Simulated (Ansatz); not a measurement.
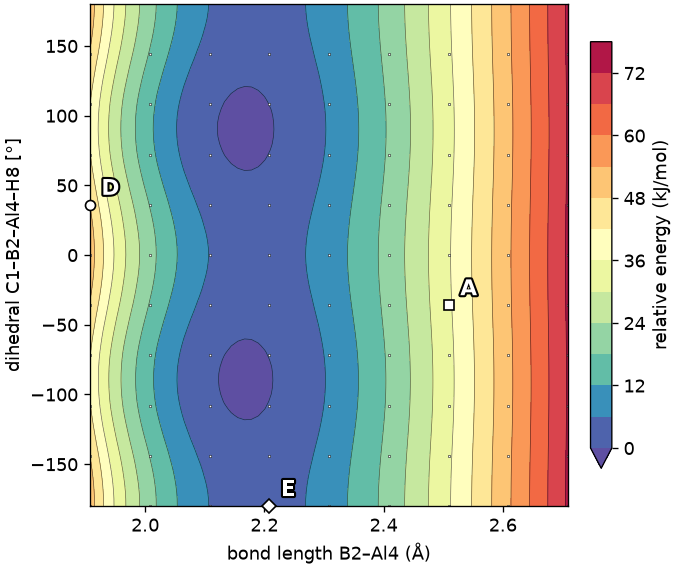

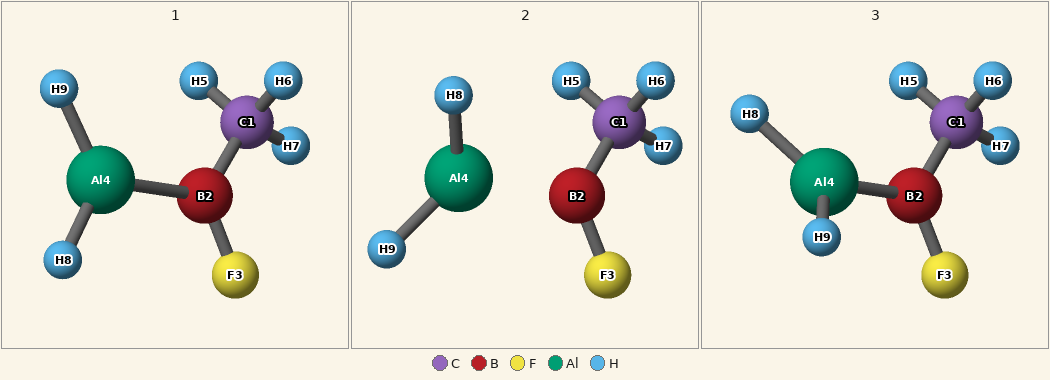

CH5AlBF, SMILES C[B](F)[AlH2]. 
- The first coordinate is: bond length B2–Al4; the second: dihedral C1–B2–Al4–H8.
- Nothing is relaxed (all other coordinates rigid).
- Grid: 9 × 10 points.
- Energies are in kJ/mol, from the lowest grid point.
- Method: RKS PBE0-D4/def2-TZVP in Ansatz.

In the figure: filled contours, dots at the grid points, lettered points. Between grid points the surface is interpolated. The numbered pictures are the structures at these points, in random order.

> Which structure belongs to which point?

A is structure 2: bond length B2–Al4 = 2.509 Å, dihedral C1–B2–Al4–H8 = −36°, 35 kJ/mol; D is structure 3: bond length B2–Al4 = 1.907 Å, dihedral C1–B2–Al4–H8 = 36°, 48 kJ/mol; E is structure 1: bond length B2–Al4 = 2.208 Å, dihedral C1–B2–Al4–H8 = −180°, 3.3 kJ/mol.
